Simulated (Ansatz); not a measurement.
Phonon calculation of C2H6AlN

- system: C2H6AlN
- method: RKS PBE0-D4/def2-SVP (Ansatz 0.2.0)

It belongs to a series of runs on one base structure; here: vibrations at the highest image of the band.

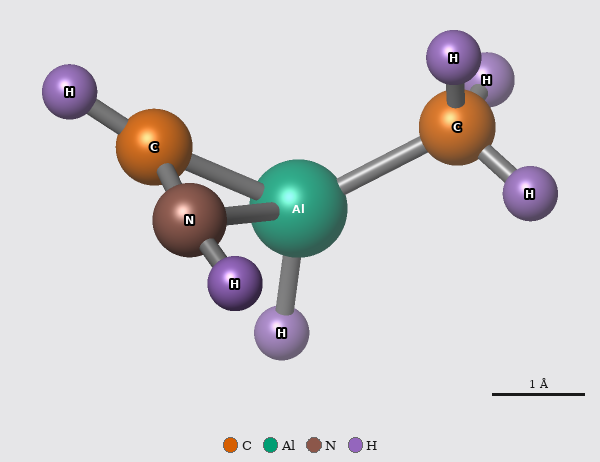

*The structure (ball-and-stick view, seen at a tilt). Sticks mark near contacts.*

Bond lengths as drawn: Al–C 1.93 to 1.96 Å, Al–H 1.59 Å, Al–N 2.17 Å, C–H 1.10 to 1.11 Å, C–N 1.27 Å and H–N 1.00 Å.

Input file
```yaml
crystal:
  periodic: [false, false, false]
  atoms:
    - { symbol: C, position_ang: [-1.52077, 0.58099, -0.301822] }
    - { symbol: Al, position_ang: [0.072332, -0.527568, -0.568] }
    - { symbol: C, position_ang: [1.168766, -1.004991, 0.940672] }
    - { symbol: "N", position_ang: [1.750832, 0.092558, 0.658533] }
    - { symbol: H, position_ang: [-1.5527, 1.429267, -1.005623] }
    - { symbol: H, position_ang: [-1.584448, 0.985209, 0.721331] }
    - { symbol: H, position_ang: [-2.439107, -0.006035, -0.476143] }
    - { symbol: H, position_ang: [0.61762, -0.958661, -1.99867] }
    - { symbol: H, position_ang: [1.538106, -1.593113, 1.807633] }
    - { symbol: H, position_ang: [2.032569, 0.951146, 0.22509] }
basis:
  gaussian: { orbitals: def2-SVP }
hamiltonian:
  xc: pbe0
  dispersion: d4
phonons: {}
```

Launched with:
```bash
ansatz run input.yaml --threads 1 --pin off --max-ram 2048MiB --backend cpu --events-out ev --progress --plain --runs-dir out
```

Output
```
Engine: ansatz 0.2.0, aarch64-unknown-linux-gnu
Functional definition: PBE0
  parameter a = 0.25
  parameter kappa = 0.804
  parameter beta = 0.06672455060314922
  exchange = (1 - a)*pbe_x(kappa = kappa, mu = beta*pi^2/3) + a*exact_x
  correlation = pbe_c(beta = beta)
983 factors; integrals over basis functions are off by at most 3.8e-4 eV
mean field evaluation 1: about -10236.6586 eV, gradient 5.7e1 eV
mean field evaluation 2: about -10230.7157 eV, gradient 7.3e1 eV
mean field evaluation 4: about -10244.3657 eV, gradient 3.9e0 eV
mean field evaluation 8: about -10244.4234 eV, gradient 4.4e-2 eV
mean field evaluation 16: about -10244.4234 eV, gradient 2.9e-5 eV
mean field -10244.42338140 eV, -376.4756153468 hartree, gradient 2.9e-5 eV, S^2 0.000000; 0 other end points of the search recorded, 0 dependent functions left out
the calculation of the forces begins
reference -10244.42341005 eV, -376.4756163999 hartree; 19, 19 occupied and 71, 71 virtual orbitals, 983 factors
these checks for a lower state are left out or cut short: stability, starts, cluster_reference, orbital_swaps, neighbouring_geometries, increment
983 factors; integrals over basis functions are off by at most 3.8e-4 eV
mean field -10244.42322682 eV, -376.4756096661 hartree, gradient 8.9e-7 eV, S^2 0.000000; 0 other end points of the search recorded, 0 dependent functions left out
[... from here on the field's lines of each further geometry are left out, up to the last ...]
the calculation of the forces begins
reference -10244.42338197 eV, -376.4756153680 hartree; 19, 19 occupied and 71, 71 virtual orbitals, 983 factors
these checks for a lower state are left out or cut short: stability, starts, cluster_reference, orbital_swaps, neighbouring_geometries, increment
983 factors; integrals over basis functions are off by at most 3.8e-4 eV
mean field -10244.42336072 eV, -376.4756145869 hartree, gradient 2.5e-6 eV, S^2 0.000000; 0 other end points of the search recorded, 0 dependent functions left out
the calculation of the forces begins
reference -10244.42338938 eV, -376.4756156401 hartree; 19, 19 occupied and 71, 71 virtual orbitals, 983 factors
WARN: phonons: modes at or below zero, which the zero-point energy, F, S and C_V leave out: 1, the lowest at -1129.26 cm⁻¹. A minimum has none, and a first-order saddle one
Total energy: -10244.56319916 eV, -376.4807535546 hartree
Atom 0 at    -1.520770     0.580990    -0.301822 Å, force    -0.000672    -0.000840    -0.001560 eV/Å
Atom 1 at     0.072332    -0.527568    -0.568000 Å, force    -0.001502     0.000908    -0.000880 eV/Å
Atom 2 at     1.168766    -1.004991     0.940672 Å, force    -0.001075    -0.003858     0.000003 eV/Å
Atom 3 at     1.750832     0.092558     0.658533 Å, force     0.002068     0.005734     0.002190 eV/Å
Atom 4 at    -1.552700     1.429267    -1.005623 Å, force    -0.000195    -0.000199    -0.000545 eV/Å
Atom 5 at    -1.584448     0.985209     0.721331 Å, force     0.000802     0.000382     0.000875 eV/Å
Atom 6 at    -2.439107    -0.006035    -0.476143 Å, force     0.000609    -0.000192     0.000945 eV/Å
Atom 7 at     0.617620    -0.958661    -1.998670 Å, force     0.000217     0.000380     0.000386 eV/Å
Atom 8 at     1.538106    -1.593113     1.807633 Å, force    -0.000607    -0.001416     0.000466 eV/Å
Atom 9 at     2.032569     0.951146     0.225090 Å, force     0.000355    -0.000899    -0.001881 eV/Å
Dipole moment:     0.124074     0.182426     0.180513 e Å
Vibrations: -1129.26 88.81 142.82 200.10 323.58 429.63 563.46 591.76 623.79 663.92 711.02 762.33 832.81 1210.76 1297.07 1423.89 1426.83 1652.97 1924.38 2995.58 3042.84 3136.04 3152.05 3851.86 cm⁻¹, zero-point energy 1.924749 eV
```

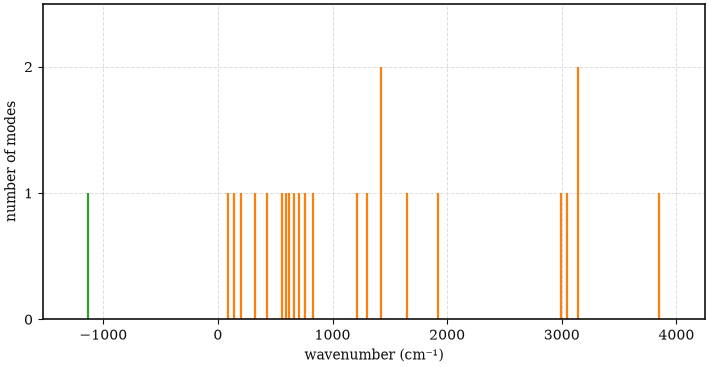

*Harmonic vibrational wavenumbers from the force constants; neighbouring modes closer than 23 cm⁻¹ are counted in one stick, and imaginary ones are drawn at negative wavenumbers.*

24 modes from 1129i to 3852 cm⁻¹, 1 imaginary beyond 8i (1129i cm⁻¹): a first-order saddle point, if the geometry is stationary.

Results in brief

```csv
quantity,value
outcome,converged
total energy,−10244.5632 eV
mean-field energy,−10244.4234 eV
largest force (length of the vector),0.006 eV/Å
hardware,"1 thread of Arm Neoverse V2, 128 GiB of memory available, shared host"
wall time,2.2 min
peak memory,0.17 GiB
```
